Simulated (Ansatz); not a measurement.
## Geometry relaxation of Si2NH9O (part 1 of 2)

System: Si2NH9O.
Method: RHF/6-31G* (Ansatz 0.2.0).

The input holds or restrains some coordinates. It belongs to a series of runs on one base structure; here: pulled along the bonds that form and break, towards end A. Figures and captions count atoms from 1; the log counts them from 0 in places.

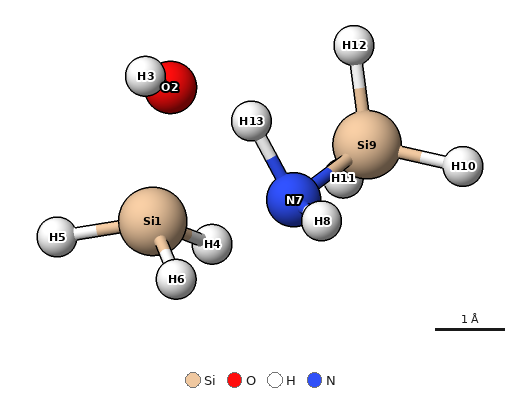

The input geometry (ball-and-stick view, seen at a tilt; atoms are numbered from 1 in the order of the input). Bond lengths as drawn: H–N 1.06 to 1.31 Å, H–O 1.01 Å, H–Si 1.46 Å and N–Si 1.82 Å.

Results in brief:

```csv
quantity,value
outcome,converged under the restraints of the input
total energy,−19385.7903 eV
mean-field energy,−19385.7903 eV
"largest force (length of the vector) at the end, held atoms and coordinates included",1.169 eV/Å
hardware,"1 thread of Arm Neoverse V2, 24 GiB of memory available, shared host"
wall time,23 s
peak memory,0.16 GiB
```

Input:
```yaml
crystal:
  periodic: [false, false, false]
  atoms:
    - { symbol: Si, position_ang: [0.0, 0.0, 0.0] }
    - { symbol: O, position_ang: [0.0, 0.0, 2.03] }
    - { symbol: H, position_ang: [-0.9095, -0.2814, 2.3671] }
    - { symbol: H, position_ang: [1.3768, 0.0, -0.4862] }
    - { symbol: H, position_ang: [-0.6877, 1.1914, -0.4862] }
    - { symbol: H, position_ang: [-0.6877, -1.1914, -0.4862] }
    - { symbol: "N", position_ang: [1.1065, -1.6802, 0.6685] }
    - { symbol: H, position_ang: [0.6674, -2.6449, 0.6516] }
    - { symbol: Si, position_ang: [2.8104, -1.4665, 1.2714] }
    - { symbol: H, position_ang: [3.5113, -2.746, 1.2153] }
    - { symbol: H, position_ang: [3.5057, -0.4944, 0.4329] }
    - { symbol: H, position_ang: [2.7829, -0.9874, 2.6503] }
    - { symbol: H, position_ang: [0.6843, -1.0392, 1.7311] }
basis:
  gaussian: { orbitals: "6-31G*" }
hamiltonian:
  xc: hf
relax:
  f_tol: 0.15
  max_steps: 25
  restrain:
    - { distance: [0, 6], at: 3.02, k: 30.0 }
    - { distance: [12, 1], at: 2.21, k: 30.0 }
    - { distance: [0, 1], at: 1.68, k: 30.0 }
    - { distance: [12, 6], at: 1.06, k: 30.0 }
```

Run as:
```bash
ansatz run input.yaml --threads 1 --pin off --max-ram 2048MiB --backend cpu --events-out ev --progress --plain --runs-dir out
```

The program's output:
```
The last accepted step is kept in [file] (removed where the run ends without a failure and the disk answers)
Engine: ansatz 0.2.0, aarch64-unknown-linux-gnu
Functional definition: HF
  exchange = exact_x
  correlation = 0
952 factors; integrals over basis functions are off by at most 6.3e-4 eV
mean field evaluation 1: about -19378.0493 eV, gradient 3.9e1 eV
mean field evaluation 2: about -19378.1471 eV, gradient 3.9e1 eV
mean field evaluation 4: about -19381.6119 eV, gradient 3.3e0 eV
mean field evaluation 8: about -19381.6582 eV, gradient 1.5e-1 eV
mean field -19381.65840907 eV, -712.2628091735 hartree, gradient 1.1e-5 eV, S^2 0.000000; 0 other end points of the search recorded, 0 dependent functions left out
the calculation of the forces begins
reference -19381.65840907 eV, -712.2628091735 hartree; 26, 26 occupied and 60, 60 virtual orbitals, 952 factors
relax step   1: F+E_penalty+E_count = -19381.65840907 eV  Δ(F+E_penalty+E_count) = +0.000e0 eV  max|allowed force component| = 4.295e0 eV/Å  E_restraint = 27.91459362 eV  max|allowed force component, restraints' pulls added| = 2.783e1 eV/Å  Δτ_max = 0.0000 Å  (34 SCF iters, accepted)
  distance Si 0 - N 6 = 2.1200 Å
  distance H 12 - O 1 = 1.2797 Å
  distance Si 0 - O 1 = 2.0300 Å
  distance H 12 - N 6 = 1.3108 Å
these checks for a lower state are left out or cut short: starts, cluster_reference, orbital_swaps, neighbouring_geometries, increment
952 factors; integrals over basis functions are off by at most 6.7e-4 eV
mean field evaluation 16: about -19382.9521 eV, gradient 4.4e-1 eV
mean field -19382.95253334 eV, -712.3103673630 hartree, gradient 1.8e-5 eV, S^2 0.000000; 0 other end points of the search recorded, 0 dependent functions left out
[... from here on the field's lines of each further geometry are left out, up to the last ...]
relax step   2: F+E_penalty+E_count = -19382.95253334 eV  Δ(F+E_penalty+E_count) = -1.294e0 eV  max|allowed force component| = 4.336e0 eV/Å  E_restraint = 12.04810786 eV  max|allowed force component, restraints' pulls added| = 1.968e1 eV/Å  Δτ_max = 0.1948 Å  (37 SCF iters, accepted)
relax step   3: F+E_penalty+E_count = -19383.69180333 eV  Δ(F+E_penalty+E_count) = -7.393e-1 eV  max|allowed force component| = 4.556e0 eV/Å  E_restraint = 3.47676190 eV  max|allowed force component, restraints' pulls added| = 8.107e0 eV/Å  Δτ_max = 0.1947 Å  (31 SCF iters, accepted)
relax step   4: F+E_penalty+E_count = -19384.70825907 eV  Δ(F+E_penalty+E_count) = -1.016e0 eV  max|allowed force component| = 2.381e0 eV/Å  E_restraint = 0.20726983 eV  max|allowed force component, restraints' pulls added| = 2.414e0 eV/Å  Δτ_max = 0.1968 Å  (30 SCF iters, accepted)
relax step   5: F+E_penalty+E_count = -19385.35356634 eV  Δ(F+E_penalty+E_count) = -6.453e-1 eV  max|allowed force component| = 1.467e0 eV/Å  E_restraint = 0.02000403 eV  max|allowed force component, restraints' pulls added| = 8.607e-1 eV/Å  Δτ_max = 0.1949 Å  (31 SCF iters, accepted)
relax step   6: F+E_penalty+E_count = -19385.56369686 eV  Δ(F+E_penalty+E_count) = -2.101e-1 eV  max|allowed force component| = 1.121e0 eV/Å  E_restraint = 0.02330134 eV  max|allowed force component, restraints' pulls added| = 6.662e-1 eV/Å  Δτ_max = 0.1999 Å  (30 SCF iters, accepted)
relax step   7: F+E_penalty+E_count = -19385.67032275 eV  Δ(F+E_penalty+E_count) = -1.066e-1 eV  max|allowed force component| = 9.195e-1 eV/Å  E_restraint = 0.02385945 eV  max|allowed force component, restraints' pulls added| = 3.160e-1 eV/Å  Δτ_max = 0.2000 Å  (31 SCF iters, accepted)
relax step   8: F+E_penalty+E_count = -19385.68439698 eV  Δ(F+E_penalty+E_count) = -1.407e-2 eV  max|allowed force component| = 9.730e-1 eV/Å  E_restraint = 0.01438880 eV  max|allowed force component, restraints' pulls added| = 1.043e0 eV/Å  Δτ_max = 0.1937 Å  (31 SCF iters, accepted)
relax step   9: F+E_penalty+E_count = -19385.74408798 eV  Δ(F+E_penalty+E_count) = -5.969e-2 eV  max|allowed force component| = 9.831e-1 eV/Å  E_restraint = 0.02316351 eV  max|allowed force component, restraints' pulls added| = 2.650e-1 eV/Å  Δτ_max = 0.2000 Å  (30 SCF iters, accepted)
relax step  10: F+E_penalty+E_count = -19385.76001467 eV  Δ(F+E_penalty+E_count) = -1.593e-2 eV  max|allowed force component| = 8.506e-1 eV/Å  E_restraint = 0.02201855 eV  max|allowed force component, restraints' pulls added| = 2.928e-1 eV/Å  Δτ_max = 0.1310 Å  (31 SCF iters, accepted)
relax step  11: F+E_penalty+E_count = -19385.78444598 eV  Δ(F+E_penalty+E_count) = -2.443e-2 eV  max|allowed force component| = 9.227e-1 eV/Å  E_restraint = 0.02359163 eV  max|allowed force component, restraints' pulls added| = 6.427e-1 eV/Å  Δτ_max = 0.1998 Å  (30 SCF iters, accepted)
the calculation of the forces begins
reference -19385.79034132 eV, -712.4146548830 hartree; 26, 26 occupied and 60, 60 virtual orbitals, 952 factors
relax step  12: F+E_penalty+E_count = -19385.79034132 eV  Δ(F+E_penalty+E_count) = -5.895e-3 eV  max|allowed force component| = 8.574e-1 eV/Å  E_restraint = 0.02119751 eV  max|allowed force component, restraints' pulls added| = 8.918e-2 eV/Å  Δτ_max = 0.1604 Å  (30 SCF iters, accepted)
  distance Si 0 - N 6 = 3.0234 Å
  distance H 12 - O 1 = 2.2128 Å
  distance Si 0 - O 1 = 1.6711 Å
  distance H 12 - N 6 = 1.0237 Å
952 factors; integrals over basis functions are off by at most 6.9e-4 eV
mean field evaluation 96: about -19385.7519 eV, gradient 3.2e0 eV
```

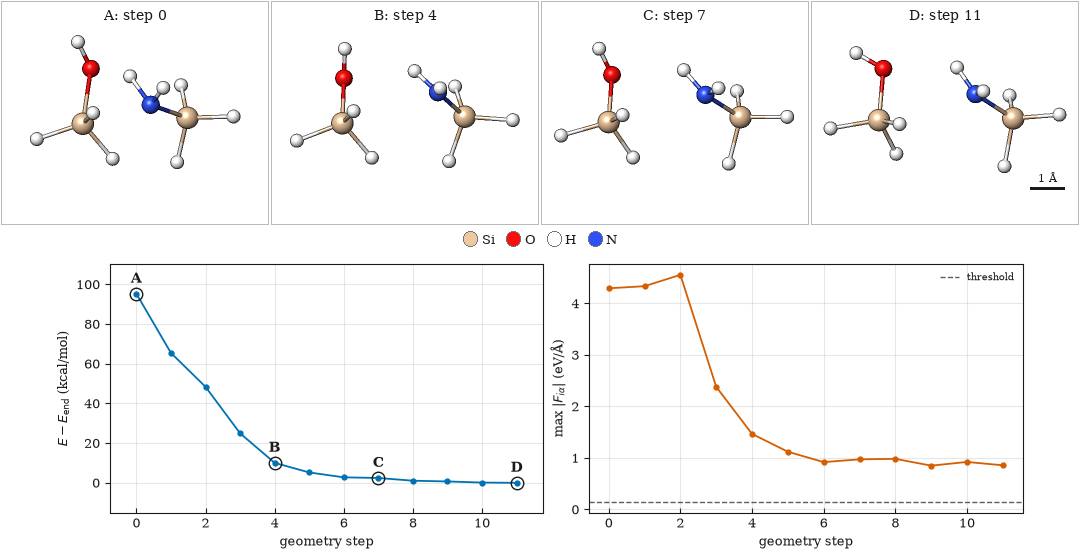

Frames of the restrained relaxation (ball-and-stick view, seen at an oblique angle) above the curves, on which the letters mark them (the first geometry is step 0 here and step 1 in the log).

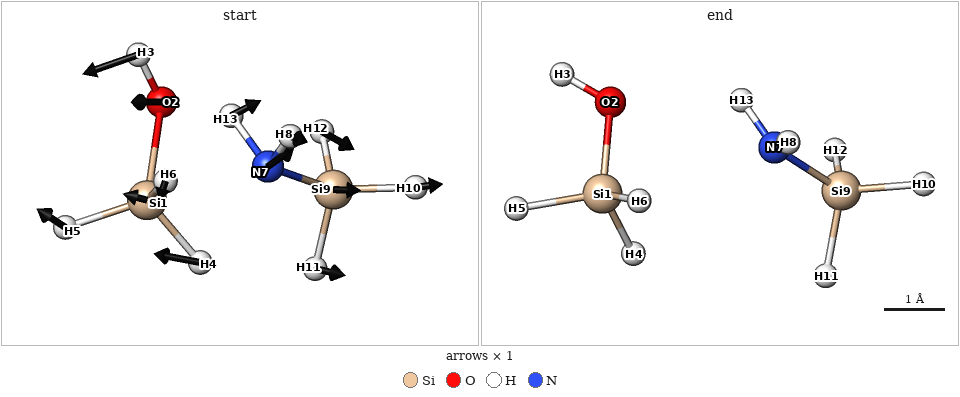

Before (left) and after (right) the restrained relaxation, at one scale (ball-and-stick view, seen at an oblique angle). The black arrows give the displacements, at true length. The energy falls by 95.3 kcal/mol in 11 geometry steps. The largest force component goes from 4.3 to 0.86 eV/Å. The largest move after the best rigid fit is that of H3, 1.01 Å. Largest moves by element: H 1.01 Å, O 0.77 Å, N 0.65 Å, Si 0.48 Å. Among the contacts that change: Si1–O2 2.030 → 1.671 Å, N7–H13 1.311 → 1.024 Å, N7–Si9 1.820 → 1.731 Å, O2–H3 1.010 → 0.947 Å. New bonds form: N7–H13 (1.31 → 1.02 Å). Among the angles that change: Si9–N7–H13 88.6° → 119.2°, Si1–O2–H3 109.5° → 115.1°, O2–Si1–H5 109.5° → 105.9°. (Atoms are counted from 1 in the order of the input.)

```
mean field -19385.79034132 eV, -712.4146548830 hartree, gradient 1.4e-5 eV, S^2 0.000000; 1 other end points of the search recorded, 0 dependent functions left out
the calculation of the forces begins
reference -19385.79034132 eV, -712.4146548830 hartree; 26, 26 occupied and 60, 60 virtual orbitals, 952 factors
Total energy: -19385.79034132 eV, -712.4146548830 hartree
Atom 0 at    -0.353100     0.247590     0.015421 Å, force    -0.099401     0.125502     0.236651 eV/Å
Atom 1 at    -0.674310     0.016388     1.639024 Å, force    -0.052110     0.072337    -0.274169 eV/Å
Atom 2 at    -1.418676     0.497031     1.974540 Å, force     0.055263    -0.026895    -0.003193 eV/Å
Atom 3 at     0.992972     0.783191    -0.207182 Å, force     0.027726     0.005911     0.001902 eV/Å
Atom 4 at    -1.321118     1.271435    -0.449342 Å, force    -0.023626    -0.018113    -0.013674 eV/Å
Atom 5 at    -0.578947    -0.969575    -0.774863 Å, force    -0.033734    -0.007896    -0.008389 eV/Å
Atom 6 at     1.441714    -1.895149     1.168020 Å, force    -0.534659     0.203217     0.842561 eV/Å
Atom 7 at     1.039638    -2.684378     0.704116 Å, force     0.000342     0.053170     0.066706 eV/Å
Atom 8 at     3.160223    -1.786814     1.344749 Å, force    -0.015566     0.013440    -0.013846 eV/Å
Atom 9 at     3.795194    -3.124062     1.306848 Å, force    -0.007816     0.016743     0.023586 eV/Å
Atom 10 at     3.786802    -0.988036     0.270509 Å, force    -0.007729    -0.012792     0.013735 eV/Å
Atom 11 at     3.450568    -1.136423     2.637932 Å, force     0.018552    -0.003197    -0.014428 eV/Å
Atom 12 at     0.839438    -1.571197     1.929828 Å, force     0.672757    -0.421427    -0.857441 eV/Å
Dipole moment:    -0.354484    -0.020297     0.073691 e Å
```

Trajectory as extended XYZ (Å, eV, eV/Å), 12 frames, from step=1 to step=12:
```
13
Properties=species:S:1:pos:R:3:forces:R:3 step=1 energy=-19381.65841
Si    0.0000    0.0000    0.0000    1.4316  -1.9447   1.0232
O     0.0000    0.0000    2.0300   -3.0305   0.0204  -1.6002
H    -0.9095   -0.2814    2.3671    2.4773   0.9178  -0.7977
H     1.3768    0.0000   -0.4862   -0.2345   1.9848  -0.6260
H    -0.6877    1.1914   -0.4862   -0.4974   0.5947   0.6932
H    -0.6877   -1.1914   -0.4862   -1.3049   0.5968  -0.3819
N     1.1065   -1.6802    0.6685    0.8297  -1.5678   4.2947
H     0.6674   -2.6449    0.6516    1.2882   1.9427   0.1961
Si    2.8104   -1.4665    1.2714   -1.3385  -1.1716  -1.1232
H     3.5113   -2.7460    1.2153    0.2969  -0.2683   0.0726
H     3.5057   -0.4944    0.4329    0.1420   0.2257  -0.0832
H     2.7829   -0.9874    2.6503    0.1327   0.1544   0.3038
H     0.6843   -1.0392    1.7311   -0.1925  -1.4847  -1.9715
```
